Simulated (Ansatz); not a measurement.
These are PBE (plane waves to 420 eV, PAW; Ansatz, an electronic-structure program) values and carry that method's errors.

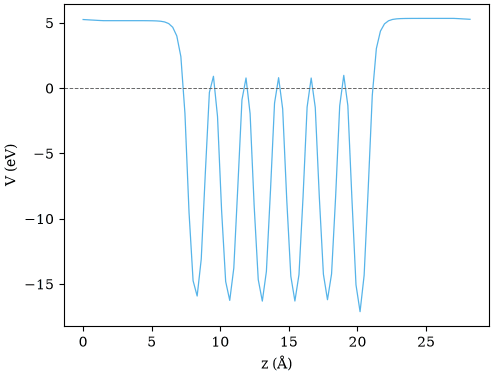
Figure: Plane-averaged electrostatic potential energy along the normal, in eV from the Fermi level, for a constructed model of the (111) surface of fcc Au, (√3x√3)R30° surface alloy, Pt on one Au site of the top plane (bottom of the slab: a bare face, its two planes held)

Model: 18-atom slab, 12.0 Å thick at the start, 9x9x1 mesh, Fermi-Dirac 0.1 eV, dipole correction, 6 atoms held, the rest relaxed; start symmetry kept, larger cells not searched; no spin, no spin-orbit, no U. It is one candidate, not shown to be the stable structure of the face.

The vacuum level lies 5.34 eV above the Fermi level over the top face and 5.17 eV above it under the bottom face.
